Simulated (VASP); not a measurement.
Band structure of MgO (rock salt). Calculation: PBE GGA with D3 dispersion (Becke-Johnson damping), VASP's PBE PAW potentials (set 64) (plane waves; VASP).

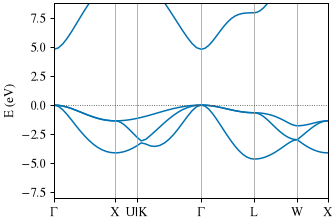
Bands along high-symmetry lines, zero at the valence-band maximum or, without a gap, the Fermi level

Problem. Read the plot: is there a gap, and where are the band edges?

Solution. The gap is direct, 4.80 eV, from the valence maximum at Γ to the conduction minimum at Γ. (Edges off the drawn lines would not show.)

Measured: gap 8.36 eV (computed value off by -3.56 eV), as given by Wei Chen et al., Physical Review Materials (2018), doi:10.1103/physrevmaterials.2.073803 [zero-point renormalisation of 0.53 eV added back (the table's ZPR column)].

The compound is MgO in the rock salt structure. It was relaxed first.
